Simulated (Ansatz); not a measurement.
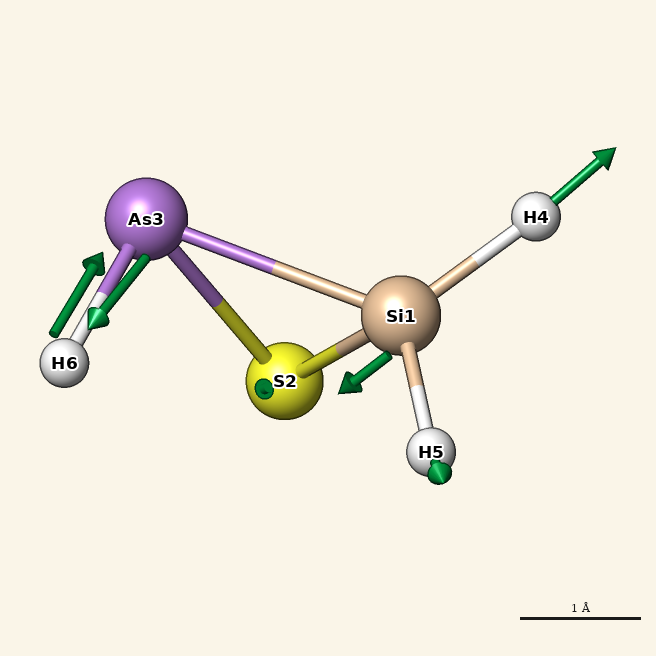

Arrows show the forces on the atoms, 0.6 Å of arrow for 1 eV/Å; forces under a tenth of the largest aren't drawn. Level of theory: r2SCAN-D4/def2-TZVPP (Ansatz 0.2.0).

Question: Which bond do the forces act along most?

Answer: As3–H6, now 1.668 Å: the forces pull its atoms together, so a first step downhill shortens it.

List the force components in the frame of the picture (x right, y up, z towards the viewer), in eV/Å.

```
atom     Fx     Fy     Fz
 Si1  −0.72  −0.55  −0.37
  S2  −0.16  −0.06  −0.32
 As3  −0.82  −1.02   0.98
  H4   0.89   0.77   0.03
  H5   0.12  −0.30   0.56
  H6   0.69   1.16  −0.88
```
